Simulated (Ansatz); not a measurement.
**H₆Si₂···HF: density, localisation and related maps**

```xyz
10

Si    0.2691   -0.0616    0.0976
Si    0.2229   -0.0048    2.4405
H    -0.7804   -0.9767    2.9664
H     1.5462   -0.3962    3.0093
H    -0.1215    1.3483    2.9511
H     1.6188   -0.4610   -0.3970
H    -0.0713    1.2594   -0.4931
H    -0.7007   -1.0719   -0.4196
F    -2.4865    0.6409    1.2020
H    -2.6721   -0.2763    1.2311
```

Theory: Ansatz, RKS r2SCAN/6-31G*.

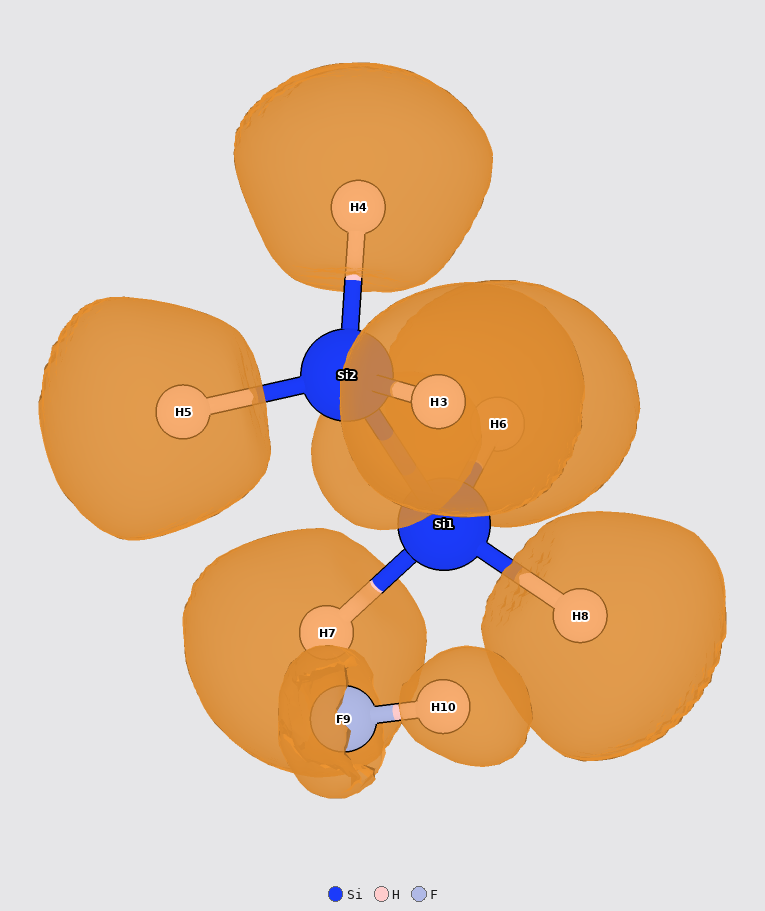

Figure 1. Isosurface of the electron localisation function at 0.85 (orange), seen at an oblique angle. Core shells and regions of very low density are left out.

What do the ELF domains correspond to?

The ELF exceeds this value in one region between bonded Si–Si atoms (shared pairs), seven regions around hydrogen nuclei and one region wrapped around F (its lone pairs, merged into a ring or cap).


Si2···F9 (3.05 Å): the ELF dips to about 0 between them. Si–Si (2.34 Å): the ELF peaks at about 1 between the atoms: a covalent bond.

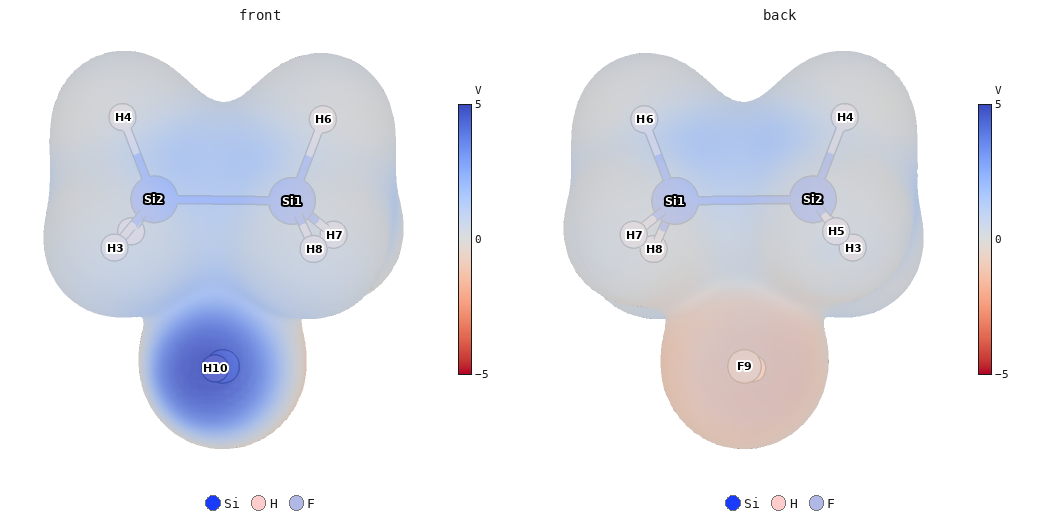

Figure 2. The electrostatic potential painted on the density surface at 0.004 e/bohr³, seen from the front and from behind; the colour scale runs from red (negative) to blue (positive).

Which sites attract a positive test charge, and which a negative one?

A positive charge is drawn to the negative regions and a negative charge to the positive ones. The most negative region (about −0.9 V) lies over F9, the most positive (about +4.6 V) over H10.

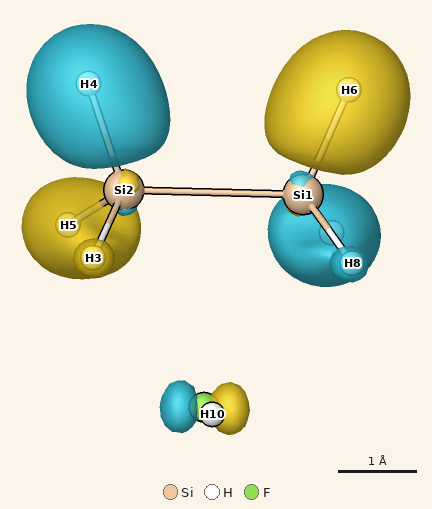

Figure 3. The HOMO−1 at ±0.15 Å⁻³ᐟ² (yellow and cyan are the two phases), seen at a tilt.

Where does this orbital lie, and at what energy?

Its weight (Hirshfeld) is mainly on Si1 (about 20 %), Si2 (about 20 %), H4 (about 15 %), H6 (about 15 %), H5 (about 10 %) and H7 (about 10 %). Its energy is −8.32 eV.

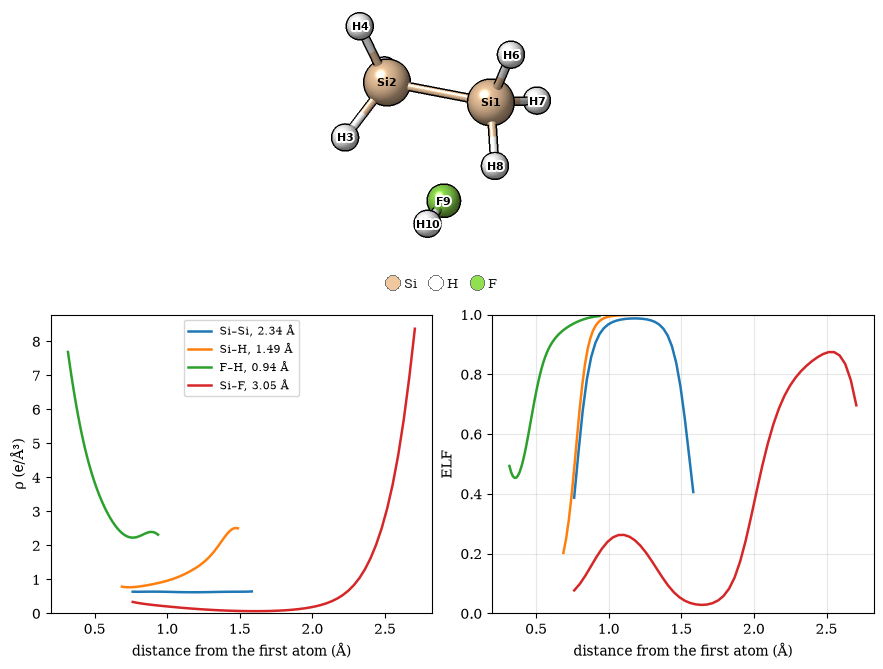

Figure 4. Electron density and electron localisation function along straight lines between neighbouring atoms. The curves leave out the atomic cores. The structure is drawn too.

Compare the contacts.

Si–Si (2.34 Å): the density is about 0.63 e/Å³ at the midpoint; the ELF peaks at about 1 between the atoms, as expected for a covalent bond.
Si–H (1.49 Å): ρ is about 0.77 e/Å³ halfway; the ELF climbs to about 1 towards the hydrogen, as it does in any bond to H.
F–H (0.94 Å): the density is about 4.3 e/Å³ at the midpoint; the ELF climbs to about 1 towards the hydrogen.
Si2···F9 (3.05 Å): the density falls to about 0.07 e/Å³ on the way; the ELF dips to about 0 between them.
